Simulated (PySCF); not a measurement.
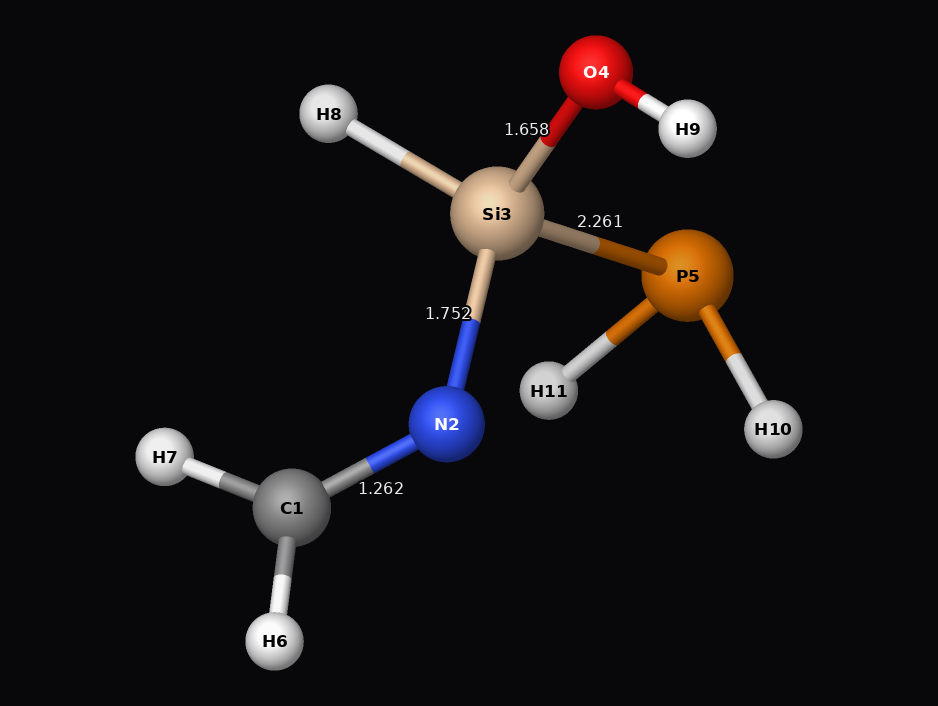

Bond lengths are marked in Å; every bond is drawn as one stick. The computed structure is the end point of a PBE0-D3(BJ)/def2-SVP optimisation. No frequency run is at hand to confirm it as a minimum.

Q: Which of the marked bonds are single, double, triple or aromatic?

A: C1–N2 double; N2–Si3 single; Si3–O4 single; Si3–P5 single.

Q: Give the structure as SMILES.

A: C=N[Si@@H](O)P
